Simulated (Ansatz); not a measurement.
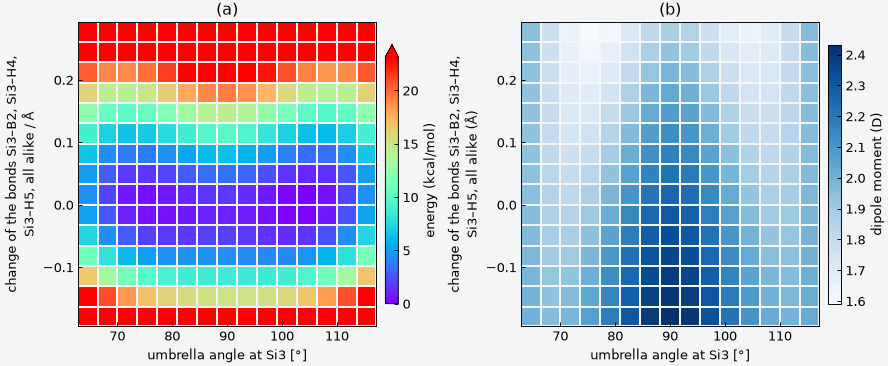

BH₂SSi, SMILES [SiH2]=B[S], spin multiplicity 2. 
- The first coordinate is: umbrella angle at Si3 (between each of its bonds and their common axis; 90 is planar); the second: change of the bonds Si3–B2, Si3–H4, Si3–H5, all alike.
- Nothing is relaxed (all other coordinates rigid).
- The scan uses a 15 × 15 grid.
- Points are written as (first, second).
- All energies are given in kcal/mol relative to the lowest grid point.
- Theory: UKS B3LYP-D4/def2-TZVP (Ansatz 0.2.0).

Panel (a) is the energy and panel (b) the computed dipole moment on the same grid.

Drawn: one coloured cell a grid point, one colour for all values above the top of the scale.

> How does the dipole moment vary over the map, and what is it at the lowest grid point?

Leaving out the highest fifth of the energies, it runs from 1.65 D at (75.5°, 0.212 Å) to 2.43 D at (90.0°, −0.179 Å). At the lowest grid point, (104.5°, 0.016 Å), it is 1.93 D.

```
second ↓, first →  64.6  68.2  71.8  75.5  79.1  82.7  86.4  90.0  93.6  97.3  100.9  104.5  108.2  111.8  115.4
            0.277  1.95  1.77  1.65  1.59  1.62  1.71  1.82  1.88  1.85  1.77   1.68   1.65   1.69   1.80   1.96
            0.245  1.94  1.77  1.66  1.62  1.66  1.76  1.87  1.93  1.90  1.82   1.73   1.68   1.71   1.80   1.95
            0.212  1.94  1.78  1.68  1.65  1.71  1.81  1.93  1.98  1.95  1.87   1.77   1.71   1.72   1.81   1.95
            0.179  1.93  1.78  1.70  1.69  1.75  1.87  1.98  2.03  2.01  1.92   1.82   1.75   1.75   1.82   1.95
            0.147  1.93  1.79  1.72  1.72  1.80  1.92  2.03  2.08  2.05  1.96   1.86   1.78   1.77   1.83   1.95
            0.114  1.93  1.80  1.74  1.76  1.85  1.97  2.08  2.13  2.10  2.01   1.90   1.82   1.79   1.84   1.96
            0.082  1.94  1.82  1.77  1.80  1.89  2.01  2.12  2.17  2.15  2.05   1.94   1.85   1.82   1.86   1.96
            0.049  1.94  1.83  1.80  1.84  1.93  2.06  2.17  2.22  2.19  2.10   1.99   1.89   1.85   1.87   1.97
            0.016  1.95  1.85  1.82  1.87  1.98  2.10  2.21  2.26  2.23  2.14   2.03   1.93   1.87   1.89   1.97
           −0.016  1.96  1.87  1.85  1.91  2.02  2.14  2.25  2.30  2.27  2.18   2.06   1.96   1.90   1.91   1.98
           −0.049  1.96  1.88  1.88  1.94  2.06  2.18  2.29  2.33  2.30  2.22   2.10   1.99   1.93   1.92   1.99
           −0.082  1.97  1.90  1.91  1.98  2.09  2.22  2.32  2.36  2.34  2.25   2.13   2.03   1.95   1.94   2.00
           −0.114  1.98  1.92  1.93  2.01  2.13  2.25  2.35  2.39  2.36  2.28   2.16   2.05   1.98   1.96   2.01
           −0.147  1.99  1.94  1.96  2.04  2.16  2.28  2.38  2.41  2.39  2.30   2.19   2.08   2.00   1.98   2.02
           −0.179  2.00  1.96  1.98  2.07  2.18  2.30  2.40  2.43  2.41  2.33   2.22   2.10   2.02   1.99   2.02
```
